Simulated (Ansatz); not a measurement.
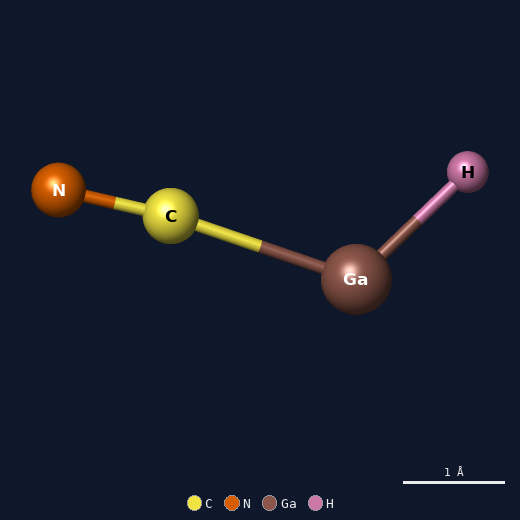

Ball-and-stick drawing of a structure. Every bond is drawn as one stick, whatever its order.

Charge 0, doublet. Computed geometry: PBE0-D4/def2-TZVP optimisation. No frequency run is at hand to confirm it as a minimum.

> What is the molecular formula?

CHGaN, 4 atoms: 1 carbon, 1 hydrogen, 1 gallium and 1 nitrogen.

> How many bonds of each kind are drawn?

1 C–N, 1 C–Ga, 1 Ga–H. Sticks follow a distance rule.

The parts below concern this one geometry. Atoms keep their numbers from picture to picture.

**Geometry**

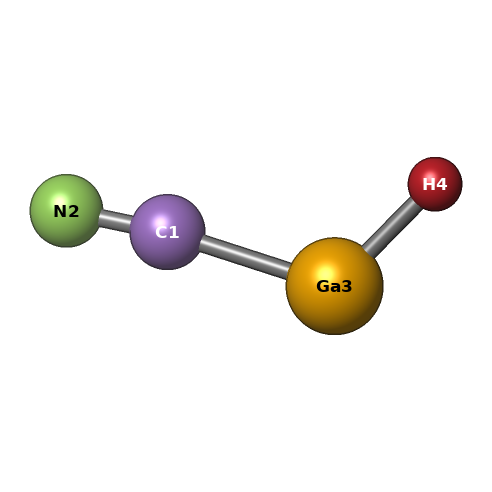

No frequency run is at hand to confirm it as a minimum.

> How are the neighbours of atom 1 arranged?

C1 has 2 neighbours (N2 at 1.16, Ga3 at 1.96 Å); the arrangement is linear.

> What is the geometry at Ga3?

Ga3 has 2 neighbours (C1 at 1.96, H4 at 1.58 Å); the arrangement is bent.

**Electronic properties**

No frequency run is at hand to confirm it as a minimum. Method: UKS PBE0-D4/def2-TZVPP (Ansatz 0.2.0).

What does the calculation give?

- HOMO energy (Kohn–Sham orbital): −6.71 eV
- ⟨S²⟩ of the determinant: 0.753

**Charges**

The questions are on Mulliken charges. No frequency run is at hand to confirm it as a minimum. Method: UKS PBE0-D4/def2-TZVP (Ansatz 0.2.0).

Give the Mulliken charges atom by atom.

```csv
atom,value (e)
C1,−0.23
N2,−0.03
Ga3,0.29
H4,−0.03
```

**Dipole moment**

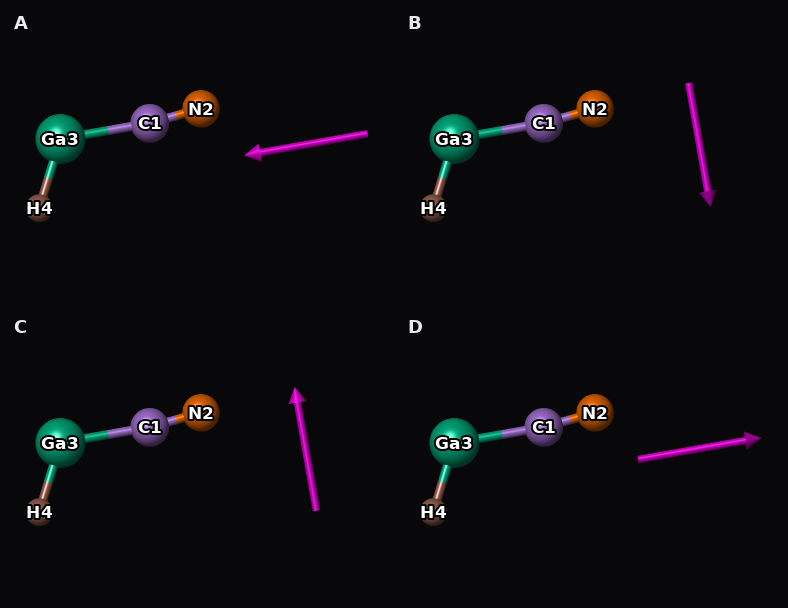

The same molecule four times, each with an arrow. No frequency run is at hand to confirm it as a minimum. Method: UKS PBE0-D4/def2-TZVP (Ansatz 0.2.0).

> Which arrow points along the dipole moment, from the negative to the positive end?

A. The dipole moment is 3.80 D; it points from the side of N2 to the side of H4 (the outermost atoms at the two ends).

Mulliken values depend strongly on the basis set and can even reverse the polarity of a bond.
